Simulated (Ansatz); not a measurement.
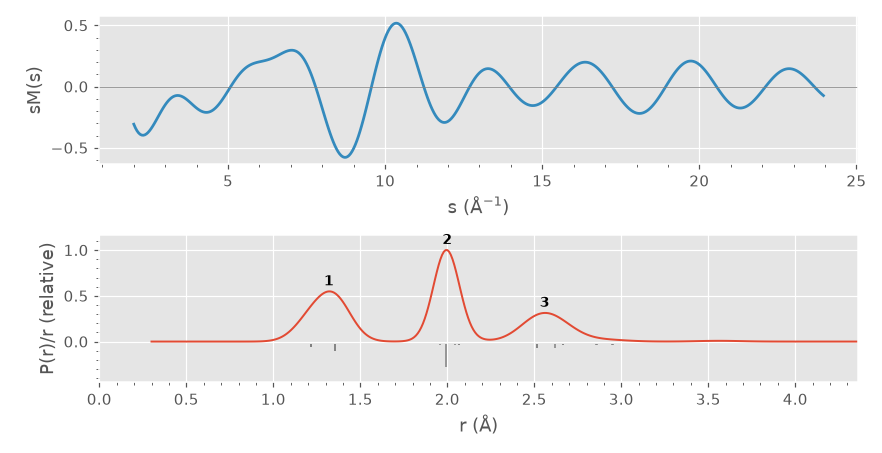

Simulated gas electron diffraction: reduced molecular intensity sM(s) from the Debye equation in the first Born approximation (top) and the radial distribution curve (bottom) of BH5S. Each pair of atoms contributes with weight ZᵢZⱼ/r (bars below the curve); damping constant 0.0015 Å²; vibrational amplitudes assumed, not computed: 0.05 Å for bonds, 0.078 Å for bonds to H, 0.06 + 0.015 r up to 0.15 Å for other pairs. The geometry is the end point of an optimisation (RKS PBE0/def2-SVP in Ansatz); it may be a saddle point or a higher isomer. SMILES: [BH3-][SH2+].

Read the positions of the numbered peaks and name the main pairs (– for bonds).

Answer. Peak 1, 1.32 Å: B–H 1.21–1.22 Å (×3), S–H 1.35 Å (×2), not resolved
Peak 2, 2.00 Å: S–B 1.99 Å
Peak 3, 2.56 Å: S···H 2.52–2.62 Å (×3), B···H 2.67 Å (×2), not resolved
